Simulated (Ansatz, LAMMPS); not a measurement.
# Amorphous Si0.25Ge0.75 (72 atoms): relaxation and levels of theory

Which bonds does the relaxation leave, and how do the Kohn-Sham gap, forces and pressure change with functional?

Calculated with Ansatz 0.2.0: Kohn-Sham DFT, PBE, PAW (set soft_2), plane waves; cutoff 420 eV, Γ point, fermi-dirac smearing of 0.025 eV.

In doubt: the hybrid run may have settled on a false gap or state (Ansatz), so the values of those runs are not to be relied on; a hybrid run on one k-point (Ansatz), which bears on gaps.

**The cell**

Density at the start: 4.44 g/cm³. The cell holds 72 atoms: 18 Si and 54 Ge. Its edges and angles: a = 11.832 Å, b = 11.832 Å, c = 11.832 Å, α = 90.0°, β = 90.0°, γ = 90.0°. 72 atoms (18 Si, 54 Ge) placed at random at 4.44 g/cm³, melted at 3500 K for 10 ps at fixed volume with the Tersoff potential (Tersoff, Phys. Rev. B 39, 5566 (1989)). Quenched from 3500 K to 300 K at 20 K/ps and fixed volume, annealed at 800 K for 20 ps, held 5 ps, then minimised at fixed cell.

Cell and atoms were relaxed with PBE. The walk converged after 12 steps by the program's count, with a largest force component of 0.0249 eV/Å; it began at an r.m.s. force component of 0.27 eV/Å. The edges went from 11.832, 11.832, 11.832 to 11.557, 12.028, 11.961 Å, and the volume from 23.003 to 23.089 Å³ an atom (+0.4 %).

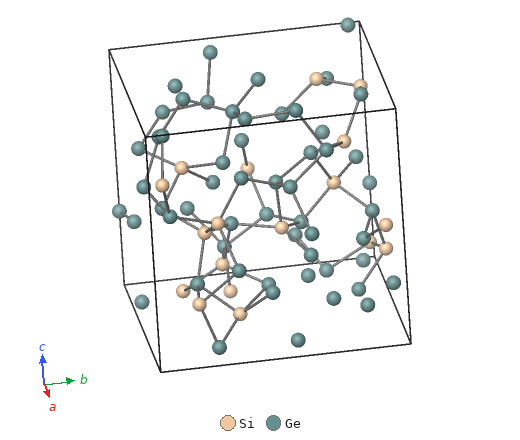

The relaxed cell. Bonds to atoms that aren't drawn are left out. Some periodic images of atoms are drawn too.

The input of the reference single point:

```yaml
crystal:
  lattice:
    - [11.55621, -0.08308, -0.05983]
    - [-0.08308, 12.02798, -0.01635]
    - [-0.05983, -0.01635, 11.96086]
  atoms:
    - { symbol: Si, position: [0.2616, 0.38765, 0.02375] }
    - { symbol: Si, position: [0.54612, 0.16539, 0.1566] }
    - { symbol: Si, position: [0.41524, 0.80665, 0.49235] }
    - { symbol: Si, position: [0.49246, 0.98732, 0.2188] }
    [... 66 atom lines left out ...]
    - { symbol: Ge, position: [0.86771, 0.08311, 0.94613] }
    - { symbol: Ge, position: [0.2316, 0.55437, 0.31924] }
kpoints:
  mp_grid: { grid: [1, 1, 1] }
hamiltonian:
  xc: pbe
scf:
  occupations: { method: fermi_dirac, width: 0.025 }
output:
  forces: true
  stress: true
  populations: true
  dos:
    method: { smearing: { sigma: 0.08 } }
    de: 0.05
    projected: { site_lists: { Ge: [Ge], Si: [Si] } }
  eigenvalues: true
  write_density: true
  write_potential: true
  volumetric_format: npy
```

**Bonds after relaxation**

Bonds by pair of elements; cutoffs follow the first minimum of g(r), held within bounds set by covalent radii, and pairs that aren't listed don't count as bonded:

```csv
pair A-B,cutoff (Å),bonds,mean length (Å),spread (Å),shortest (Å),B about A,A about B
Ge-Ge,3.02,80,2.58,0.11,2.43,2.96,2.96
Ge-Si,2.77,63,2.46,0.067,2.33,1.17,3.5
Si-Si,2.77,5,2.35,0.018,2.31,0.556,0.556
```

How many atoms have how many bonded neighbours:

| element | mean | 3 | 4 | 5 |
| --- | --- | --- | --- | --- |
| Ge | 4.13 | 2 | 43 | 9 |
| Si | 4.06 | 0 | 17 | 1 |

**Levels of theory**

Single points at the relaxed geometry:

```
functional  k-mesh  Kohn-Sham gap (eV)  pressure (GPa)  r.m.s. force component (eV/Å)  SCF cycles     time
       PBE   1×1×1               0.280            0.01                          0.008          14     52 s
    r2SCAN   1×1×1               0.286           -2.22                          0.083          13  1.8 min
    PBEsol   1×1×1               0.278           -2.52                          0.031          13     43 s
```

The gap is that between the highest filled and lowest empty Kohn-Sham level on the run's k-points. Cutoffs: 420 eV for PBE and PBEsol; 500 eV for r2SCAN. Times come from shared hosts and are rough.

**Findings**

By these cutoffs 80 % of Ge atoms have 4 and 94 % of Si atoms have 4 neighbours. The Kohn-Sham gap is 0.28 eV with PBE on the 1×1×1 mesh. On the reference's mesh the gap changes with r2SCAN by +0.01 eV and PBEsol by under 0.01 eV. Against the reference the pressure changes with r2SCAN by -2.2 GPa and PBEsol by -2.5 GPa; a negative change means a smaller volume than PBE would take.

Limits: 1 converged run is left out of the tables as doubtful: HSE06 on 1×1×1 (the hybrid may have settled on a false gap or state). All single points share the geometry relaxed with PBE. One sample; tail or defect levels can set the gap of a disordered cell. The quench rate of 20 K/ps is many orders above laboratory rates, so the cell is likely richer in defects and strain than a real sample. The network of bonds at the start is that of the classical potential that made the cell, and needn't be the one that DFT or experiment would give. Spin–orbit coupling is left out; it splits the top valence bands of compounds with Ge, As, Se, Sb or Te and narrows their gaps.

[Logs are printed without paths, hosts, clocks, repeated set-up lines and the standing remarks that a program may print on its own settings, such as how far it seeks lower states.]

[Hosts, paths, dates, database ids (printed as entryN), source tags and the programs' standing remarks are cut or masked in the printed files.]
